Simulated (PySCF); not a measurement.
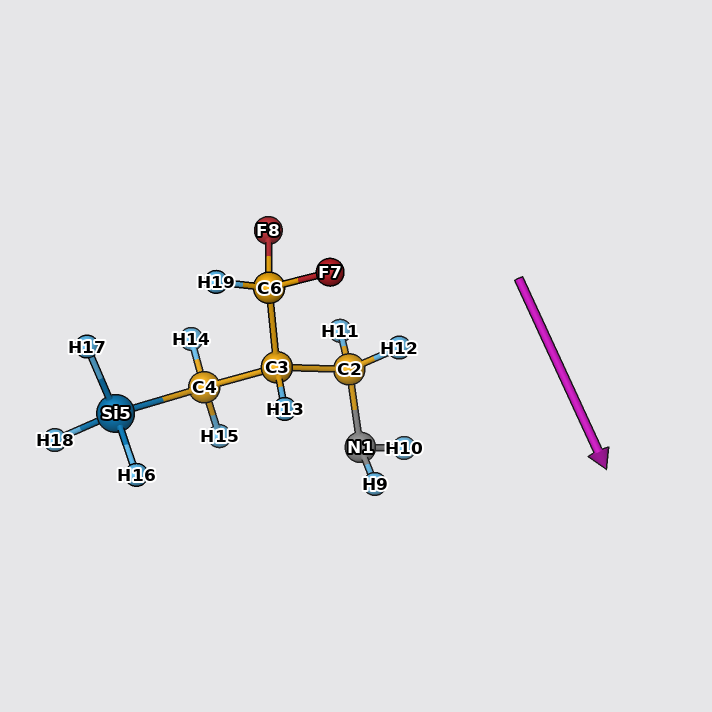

The arrow beside the molecule shows the direction of the dipole moment, from the negative to the positive end (its length means nothing). Computed geometry: GFN2-xTB optimisation. No frequency run is at hand to confirm it as a minimum. Method: PBE0/pcSseg-1, gas phase (PySCF 2.14.0).

**How large is the dipole moment?**

1.69 D; it points from the side of F8 to the side of H9 (the outermost atoms at the two ends).

The geometry is semi-empirical. Around Si such bond lengths and angles can be off by a tenth of an ångström or more and by several degrees, and values that hang on the shape move with them.
